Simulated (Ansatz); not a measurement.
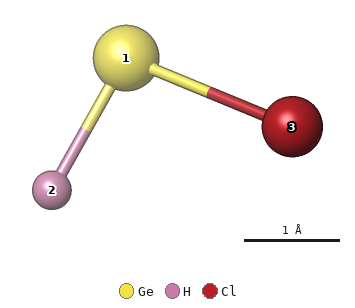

**Figure 1.** The structure as given in the input (ball-and-stick view, seen at a tilt; atoms are numbered from 1 in the order of the input). Sticks mark near contacts. Bond lengths as drawn: Cl–Ge 2.18 Å and Ge–H 1.60 Å.

# Single-point calculation, with input and output: GeHCl

GeHCl, computed with RKS PBE-QIDH (frozen core)/def2-TZVPP (Ansatz 0.2.0).

The geometry comes from this level: PBE0-D4/def2-TZVP.

**Input file**
```yaml
crystal:
  periodic: [false, false, false]
  atoms:
    - {symbol: Ge, position_ang: [2.338670, 0.370068, 0.200191]}
    - {symbol: H, position_ang: [1.320409, -0.528409, 1.047042]}
    - {symbol: Cl, position_ang: [2.194857, -0.889895, -1.576486]}
basis:
  gaussian: {orbitals: def2-TZVPP}
hamiltonian: {xc: {name: PBE-QIDH}}
```

Launch command:
```bash
ansatz run in.yaml --threads 4 --pin off --events-out ev --progress --plain --max-ram 9574MiB
```

**The program's output**
```
Functional definition: PBE-QIDH
  name "PBE-QIDH"
  cite "Brémond, Sancho-García, Pérez-Jiménez & Adamo, J. Chem. Phys. 141, 031101 (2014) doi:10.1063/1.4890314"
  cite "Perdew, Burke & Ernzerhof, Phys. Rev. Lett. 77, 3865 (1996) doi:10.1103/PhysRevLett.77.3865"
  parameter a = 3^(-1/3)
  parameter c = 1/3
  exchange = (1 - a)*pbe_x + a*exact_x
  correlation = (1 - c)*pbe_c + c*(mp2_os + mp2_ss)
647 factors; integrals over basis functions are off by at most 1.2e-3 eV
mean field evaluation 1: about -69030.2134 eV, gradient 1.4e1 eV
mean field evaluation 2: about -69030.2669 eV, gradient 1.4e1 eV
mean field evaluation 4: about -69030.8818 eV, gradient 1.4e0 eV
mean field evaluation 8: about -69030.8882 eV, gradient 3.5e-2 eV
mean field evaluation 16: about -69030.8883 eV, gradient 5.4e-5 eV
mean field -69030.88825010 eV, -2536.8383523744 hartree, gradient 2.4e-6 eV, S^2 0.000000; 0 other end points of the search recorded, 0 dependent functions left out
14 core orbitals not correlated: weight in the atoms' cores, before any rotation towards them, 1.000 or more for the frozen orbitals, at most 0.000 for the correlated occupied ones
reference -69030.88825864 eV, -2536.8383526885 hartree; 11, 11 occupied and 79, 79 virtual orbitals, 647 factors
second order -12.87535202 eV of doubles, -0.00000000 eV of singles
Total energy: -69035.18004265 eV, -2536.9960728416 hartree
```

**Key numbers**

- outcome: converged
- total energy: −69035.1800 eV
- mean-field energy: −69030.8883 eV
- SCF solution under orbital rotations: stable
- hardware: 4 threads of Arm Neoverse V1, 23 GiB of memory available, shared host
- wall time: 1.1 s (CPU time 3.6 s)
- peak memory: 0.49 GiB
